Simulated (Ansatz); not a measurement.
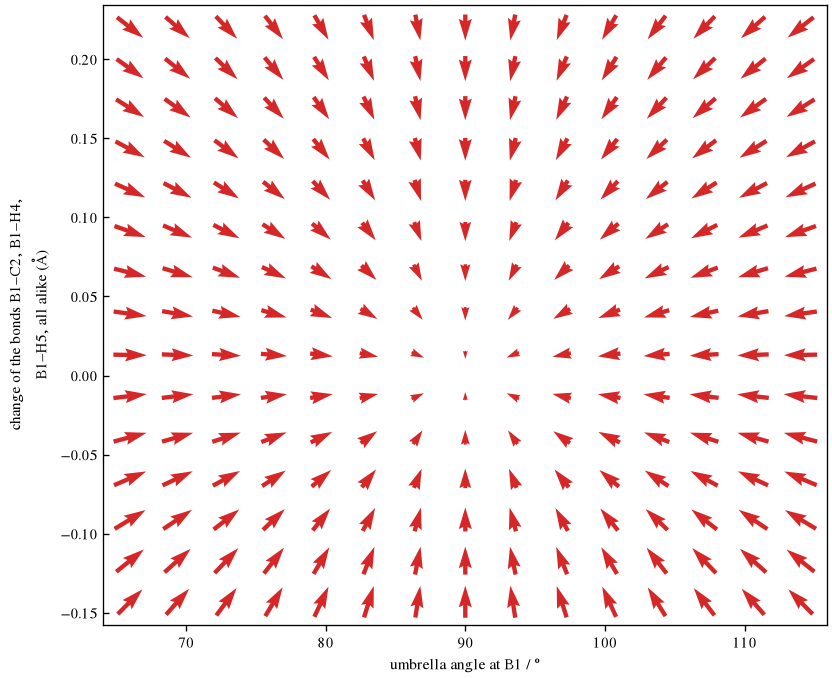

CH3BF, SMILES B[CH]F, spin multiplicity 2. The first coordinate is: umbrella angle at B1 (between each of its bonds and their common axis; 90 is planar); the second: change of the bonds B1–C2, B1–H4, B1–H5, all alike. Nothing is relaxed (all other coordinates rigid). The scan uses a 15 × 15 grid; 120 points were computed and 105 follow by symmetry. Points are written as (first, second). Level of theory: Ansatz, UHF-MP2, frozen core/def2-TZVP.

In the figure: arrows along the force (downhill), their lengths compressed.

### The arrows alone are given. Where is the energy lowest?

The arrows converge at about (90°, 0.000 Å) (read from the interpolated surface).

The energy map of the same scan:

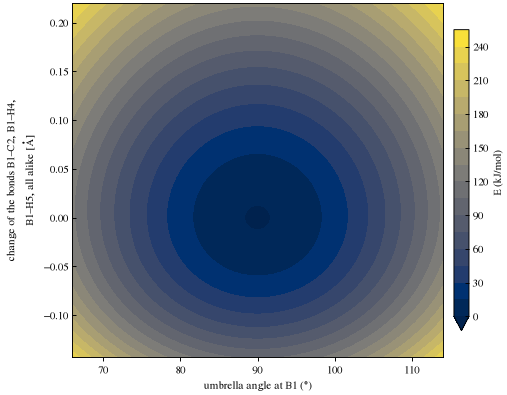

Energies are in kJ/mol, from the lowest grid point; between grid points the surface is interpolated.
